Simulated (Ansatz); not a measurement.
The starting structures come from a database of crystals and need not be the phases stable at ambient conditions.

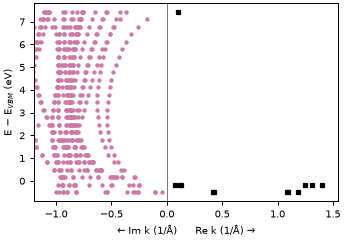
Fig. 1. Complex bands at the centre of the two-dimensional zone; Ansatz (a program for electronic structure) with r2SCAN

No gap correction and no spin-orbit coupling; mid-gap values are interpolated between computed energies.

### Question
This is Rb₂MgF₄ (I4/mmm, not sure to be the ambient phase, 7 atoms a cell, 16.1 Å³ an atom) along the normal of (100). Read off the slowest decay at the centre of the two-dimensional zone at 3.79 eV, the computed energy nearest the middle of the gap.

### Answer
κ ≈ 0.53 1/Å, a decay length 1/(2κ) of the density of 0.95 Å.
